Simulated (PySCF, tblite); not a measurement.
# C₅H₈S₂Si: a rotation path, then NMR shifts on frames, part 2 of 2

tblite 0.8.0 and PySCF 2.14.0. Atoms count from 0. The steps go on from the part before.

### 5 Shielding tensors: image 4, PBE0/pcSseg-1

Job settings and geometry (Å):

```
{"job": {"kind": "nmr", "xc": "PBE0", "basis": "pcSseg-1", "pop": false}, "charge": 0, "multiplicity": 1}
C      2.102600     1.548200     0.268700
S      2.877900    -0.089600     0.479000
Si     1.277600    -1.529700     0.404700
C     -0.386100    -0.811300    -0.063100
C     -1.037500     0.327800     0.314700
C     -2.339900     0.441000    -0.214200
C     -2.679100    -0.624200    -0.984100
S     -1.412500    -1.777300    -1.080000
H      1.409500     1.527600    -0.564900
H      2.912400     2.240700     0.064600
H      1.601200     1.834700     1.187500
H      1.672400    -2.486100    -0.622600
H      1.185600    -2.136200     1.732400
H     -0.603400     1.071300     0.958600
H     -2.989800     1.277800    -0.028500
H     -3.598500    -0.805700    -1.505100
```

Level: GIAO PBE0/pcSseg-1 NMR shielding, non-relativistic, gas phase.

Output:

```text
coarse grid: 15264 points
cycle   1  E = -1280.4343068951  dE =  1.133e+00  |g| = 3.768e-01  |ddm| = 3.962e+00
cycle   2  E = -1280.4101698444  dE =  2.414e-02  |g| = 4.800e-01  |ddm| = 9.784e-01
cycle   3  E = -1280.4710633112  dE = -6.089e-02  |g| = 9.708e-02  |ddm| = 6.468e-01
cycle   4  E = -1280.4736890925  dE = -2.626e-03  |g| = 3.442e-02  |ddm| = 1.656e-01
cycle   5  E = -1280.4739808687  dE = -2.918e-04  |g| = 8.360e-03  |ddm| = 4.135e-02
cycle   6  E = -1280.4739968813  dE = -1.601e-05  |g| = 3.377e-03  |ddm| = 1.189e-02
cycle   7  E = -1280.4739994023  dE = -2.521e-06  |g| = 8.629e-04  |ddm| = 4.129e-03
final grid: 134440 points
cycle   8  E = -1280.5261862956  dE = -2.626e-05  |g| = 1.025e-02  |ddm| = 3.736e-02
cycle   9  E = -1280.5261507713  dE =  3.552e-05  |g| = 1.515e-02  |ddm| = 2.416e-02
cycle  10  E = -1280.5262121083  dE = -6.134e-05  |g| = 1.702e-03  |ddm| = 1.742e-02
cycle  11  E = -1280.5262129413  dE = -8.331e-07  |g| = 4.257e-04  |ddm| = 2.476e-03
cycle  12  E = -1280.5262129863  dE = -4.498e-08  |g| = 9.535e-05  |ddm| = 4.944e-04
cycle  13  E = -1280.5262129879  dE = -1.570e-09  |g| = 5.678e-05  |ddm| = 1.457e-04
cycle  14  E = -1280.5262129887  dE = -8.156e-10  |g| = 1.542e-05  |ddm| = 6.621e-05
converged SCF energy = -1280.5262129887

GIAO shielding tensors (ppm)
atom      isotropic    diamagn.    paramagn.     s11        s22        s33       span
  0 C      171.678     251.795     -80.117    161.214    168.125    185.696     24.482
  1 S      742.112    1056.650    -314.538    595.620    722.353    908.363    312.743
  2 Si     387.329     878.918    -491.589    356.893    377.001    428.093     71.200
  3 C       51.559     262.451    -210.891    -24.019     27.692    151.005    175.023
  4 C       44.469     251.478    -207.010    -42.490     28.046    147.851    190.341
  5 C       54.359     253.315    -198.956    -28.028     41.523    149.582    177.610
  6 C       45.277     262.849    -217.572    -45.583     36.294    145.118    190.701
  7 S      232.044    1057.016    -824.972     73.645    253.927    368.561    294.916
  8 H       29.453      32.746      -3.293     23.866     29.365     35.127     11.260
  9 H       29.572      28.889       0.683     23.501     27.069     38.145     14.644
 10 H       29.270      31.885      -2.615     24.675     26.175     36.961     12.286
 11 H       26.191      27.934      -1.743     21.083     25.928     31.563     10.480
 12 H       26.013      27.772      -1.759     21.648     24.819     31.573      9.924
 13 H       24.260      34.022      -9.763     19.950     24.449     28.381      8.431
 14 H       24.319      30.778      -6.459     21.012     25.067     26.879      5.867
 15 H       24.138      30.287      -6.149     21.330     23.695     27.389      6.059
```

It took 24 s on 1 thread of Arm Neoverse V2, shared host; peak memory 0.91 GiB.

In short: δ C4 142.5, C6 141.6, C3 135.4, C5 132.6, H15 7.58, H13 7.46 ppm.

### 6 NMR shieldings: image 6, PBE0/pcSseg-1

Job settings and geometry (Å):

```
{"job": {"kind": "nmr", "xc": "PBE0", "basis": "pcSseg-1", "pop": false}, "charge": 0, "multiplicity": 1}
C      2.278700     1.523800     0.566400
S      2.785400     0.006400    -0.311400
Si     1.262500    -1.405200     0.239300
C     -0.471700    -0.826400    -0.169500
C     -1.063800     0.400600    -0.069200
C     -2.426300     0.407600    -0.431000
C     -2.868200    -0.821500    -0.801000
S     -1.628600    -2.004600    -0.714300
H      1.587600     2.079600    -0.059700
H      3.176000     2.112100     0.727900
H      1.824700     1.270800     1.518600
H      1.609400    -2.574000    -0.550700
H      1.361700    -1.621900     1.685000
H     -0.541400     1.282500     0.255300
H     -3.044200     1.288000    -0.414400
H     -3.849500    -1.108700    -1.123800
```

Method: GIAO PBE0/pcSseg-1 NMR shielding, non-relativistic, gas phase.

Output:

```text
coarse grid: 15264 points
cycle   1  E = -1280.4365743363  dE =  1.131e+00  |g| = 3.807e-01  |ddm| = 3.964e+00
cycle   2  E = -1280.4108217249  dE =  2.575e-02  |g| = 4.888e-01  |ddm| = 1.005e+00
cycle   3  E = -1280.4742703822  dE = -6.345e-02  |g| = 9.668e-02  |ddm| = 6.605e-01
cycle   4  E = -1280.4768579938  dE = -2.588e-03  |g| = 3.471e-02  |ddm| = 1.651e-01
cycle   5  E = -1280.4771570259  dE = -2.990e-04  |g| = 8.517e-03  |ddm| = 4.193e-02
cycle   6  E = -1280.4771736931  dE = -1.667e-05  |g| = 3.273e-03  |ddm| = 1.176e-02
cycle   7  E = -1280.4771760577  dE = -2.365e-06  |g| = 7.869e-04  |ddm| = 3.908e-03
final grid: 134440 points
cycle   8  E = -1280.5292290814  dE = -2.486e-05  |g| = 1.015e-02  |ddm| = 3.519e-02
cycle   9  E = -1280.5291951637  dE =  3.392e-05  |g| = 1.490e-02  |ddm| = 2.382e-02
cycle  10  E = -1280.5292543385  dE = -5.917e-05  |g| = 1.644e-03  |ddm| = 1.711e-02
cycle  11  E = -1280.5292551286  dE = -7.901e-07  |g| = 4.087e-04  |ddm| = 2.448e-03
cycle  12  E = -1280.5292551699  dE = -4.130e-08  |g| = 8.691e-05  |ddm| = 4.623e-04
cycle  13  E = -1280.5292551713  dE = -1.376e-09  |g| = 4.802e-05  |ddm| = 1.245e-04
cycle  14  E = -1280.5292551719  dE = -5.600e-10  |g| = 1.481e-05  |ddm| = 5.842e-05
converged SCF energy = -1280.5292551719

GIAO shielding tensors (ppm)
atom      isotropic    diamagn.    paramagn.     s11        s22        s33       span
  0 C      171.840     252.172     -80.332    162.207    164.768    188.546     26.339
  1 S      686.666    1057.268    -370.602    594.326    648.648    817.024    222.698
  2 Si     386.737     879.377    -492.640    341.595    387.824    430.792     89.197
  3 C       45.426     263.302    -217.875    -26.565     13.711    149.133    175.698
  4 C       46.998     251.299    -204.302    -40.209     33.922    147.280    187.490
  5 C       54.622     253.315    -198.693    -27.795     41.756    149.905    177.700
  6 C       46.609     263.177    -216.568    -44.398     39.015    145.211    189.609
  7 S      239.080    1057.044    -817.964     81.505    261.631    374.104    292.599
  8 H       28.959      32.421      -3.462     23.059     27.378     36.440     13.381
  9 H       29.352      28.473       0.880     23.072     26.787     38.198     15.126
 10 H       29.492      31.852      -2.360     25.034     27.875     35.567     10.533
 11 H       26.636      28.168      -1.532     21.466     26.297     32.144     10.678
 12 H       26.081      28.418      -2.337     21.447     25.394     31.402      9.956
 13 H       24.136      34.309     -10.173     19.227     24.921     28.261      9.034
 14 H       24.368      30.792      -6.424     21.016     25.154     26.933      5.916
 15 H       24.235      30.174      -5.939     21.379     23.914     27.411      6.032
```

It took 23 s on 1 thread of Arm Neoverse V2, shared host; peak memory 0.91 GiB.

Key values: δ C3 141.5, C6 140.3, C4 139.9, C5 132.3, H13 7.58, H15 7.48 ppm.

### 7 Nuclear shieldings: image 8, PBE0/pcSseg-1

Job settings and geometry (Å):

```
{"job": {"kind": "nmr", "xc": "PBE0", "basis": "pcSseg-1", "pop": false}, "charge": 0, "multiplicity": 1}
C      2.092300     1.395300     1.046100
S      2.638600     0.339600    -0.336100
Si     1.350100    -1.354100    -0.054600
C     -0.423600    -0.788100    -0.244700
C     -0.919600     0.312700    -0.884900
C     -2.326400     0.402600    -0.852700
C     -2.894100    -0.635500    -0.186200
S     -1.722300    -1.740100     0.409300
H      1.029800     1.597500     0.955700
H      2.655000     2.319700     0.975900
H      2.307900     0.900300     1.987700
H      1.758500    -2.288600    -1.091700
H      1.554300    -1.869200     1.298200
H     -0.287000     1.037900    -1.367100
H     -2.887300     1.202000    -1.303400
H     -3.933800    -0.823300    -0.003800
```

With the program's defaults for keys left out, this is: GIAO PBE0/pcSseg-1 NMR shielding, non-relativistic, gas phase.

Output:

```text
coarse grid: 15264 points
cycle   1  E = -1280.4410841043  dE =  1.131e+00  |g| = 3.798e-01  |ddm| = 3.951e+00
cycle   2  E = -1280.4115187144  dE =  2.957e-02  |g| = 4.992e-01  |ddm| = 1.007e+00
cycle   3  E = -1280.4785741779  dE = -6.706e-02  |g| = 9.669e-02  |ddm| = 6.754e-01
cycle   4  E = -1280.4811313060  dE = -2.557e-03  |g| = 3.416e-02  |ddm| = 1.600e-01
cycle   5  E = -1280.4814133964  dE = -2.821e-04  |g| = 8.832e-03  |ddm| = 3.977e-02
cycle   6  E = -1280.4814319215  dE = -1.853e-05  |g| = 3.128e-03  |ddm| = 1.242e-02
cycle   7  E = -1280.4814340609  dE = -2.139e-06  |g| = 6.559e-04  |ddm| = 3.678e-03
final grid: 134440 points
cycle   8  E = -1280.5335023807  dE = -2.381e-05  |g| = 9.891e-03  |ddm| = 3.359e-02
cycle   9  E = -1280.5334716063  dE =  3.077e-05  |g| = 1.436e-02  |ddm| = 2.317e-02
cycle  10  E = -1280.5335263922  dE = -5.479e-05  |g| = 1.558e-03  |ddm| = 1.647e-02
cycle  11  E = -1280.5335270897  dE = -6.976e-07  |g| = 3.882e-04  |ddm| = 2.287e-03
cycle  12  E = -1280.5335271278  dE = -3.806e-08  |g| = 8.011e-05  |ddm| = 4.484e-04
cycle  13  E = -1280.5335271291  dE = -1.262e-09  |g| = 3.881e-05  |ddm| = 1.144e-04
cycle  14  E = -1280.5335271294  dE = -3.629e-10  |g| = 1.216e-05  |ddm| = 4.829e-05
converged SCF energy = -1280.5335271294

GIAO shielding tensors (ppm)
atom      isotropic    diamagn.    paramagn.     s11        s22        s33       span
  0 C      172.478     251.743     -79.265    162.210    164.655    190.569     28.359
  1 S      706.290    1057.957    -351.667    620.837    645.101    852.933    232.095
  2 Si     383.765     879.732    -495.966    328.308    391.274    431.714    103.407
  3 C       49.502     263.073    -213.571    -26.729     29.098    146.139    172.868
  4 C       45.075     250.592    -205.517    -43.958     28.590    150.593    194.552
  5 C       54.899     253.818    -198.918    -28.207     40.659    152.246    180.454
  6 C       43.424     262.842    -219.418    -47.567     35.874    141.964    189.531
  7 S      244.127    1057.223    -813.097     79.258    257.671    395.451    316.193
  8 H       29.571      33.020      -3.449     22.604     30.785     35.324     12.720
  9 H       29.642      29.178       0.464     24.007     26.386     38.534     14.528
 10 H       29.745      30.070      -0.325     24.673     26.890     37.672     12.999
 11 H       26.372      28.036      -1.664     22.005     24.903     32.209     10.204
 12 H       26.338      28.827      -2.489     20.884     26.291     31.839     10.955
 13 H       23.975      32.751      -8.776     19.729     23.814     28.382      8.654
 14 H       24.318      30.557      -6.239     21.008     25.043     26.904      5.896
 15 H       24.078      30.344      -6.266     21.174     23.704     27.356      6.182
```

It took 23 s on 1 thread of Arm Neoverse V2, shared host; peak memory 0.91 GiB.

This run: δ C6 143.5, C4 141.9, C3 137.4, C5 132.0, H13 7.74, H15 7.64 ppm.

### 8 Side by side: NMR shifts

Shifts (ppm) of some atoms, chosen among heavy atoms and hydrogens apart, with basis size and wall time:

```tsv
frame	C6	C3	H10	H8	S7	S1	Si2	functions	time
image 0	143.1	137.4	2.16	1.82	261	-203	-34.4	197	23 s
image 2	142.6	136.1	2.29	1.65	267	-229	-36.3	197	23 s
image 4	141.6	135.4	2.45	2.26	272	-238	-38.2	197	24 s
image 6	140.3	141.5	2.23	2.76	265	-183	-37.6	197	23 s
image 8	143.5	137.4	1.97	2.15	260	-203	-34.6	197	23 s
```

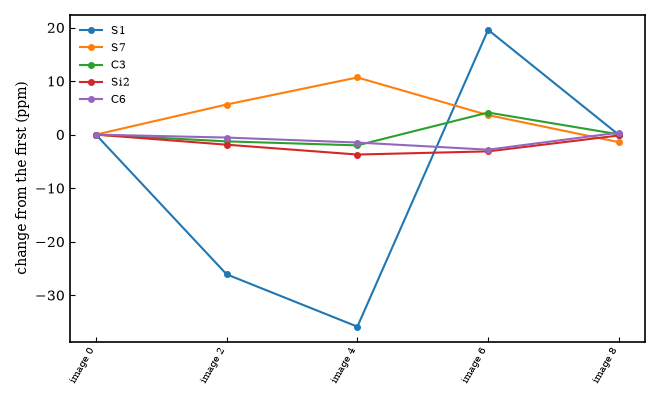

How five of the tabulated atoms move from run to run.

### 9 Results

The summary covers parts 1 to 2.

```
                                        quantity                                               value
                                         barrier                  0.107 eV (2.5 kcal/mol) at image 4
                           end to end (GFN2-xTB)                                           -0.002 eV
 13C shifts against TMS (PBE0/pcSseg-1, image 0)                143.1, 142.0, 137.4, 132.2, 14.7 ppm
  1H shifts against TMS (PBE0/pcSseg-1, image 0)  7.74, 7.62, 7.41, 5.37, 5.37, 2.16, 2.07, 1.82 ppm
 33S shifts against CS2 (PBE0/pcSseg-1, image 0)                                       261, -203 ppm
29Si shifts against TMS (PBE0/pcSseg-1, image 0)                                           -34.4 ppm
                        range of the shift of S1                                    -238 to -183 ppm
```

Along the band the dihedral turns by 120°, and the top (dihedral 8°) lies 2.5 kcal/mol above the start (GFN2-xTB, rough), so at room temperature this motion is fast. The top was not checked by a frequency run. Shifts at one fixed geometry are not the observed spectrum, which averages over the motion. In the first frame run (image 0): The largest span, 315 ppm, is at S7, where the paramagnetic term is -815 ppm. NICS(1)zz of -28 ppm above the planar ring from C3 marks a diatropic (aromatic) ring current. Across the 5 runs the shift of S1 moves most, between -238 (image 4) and -183 ppm (image 6).
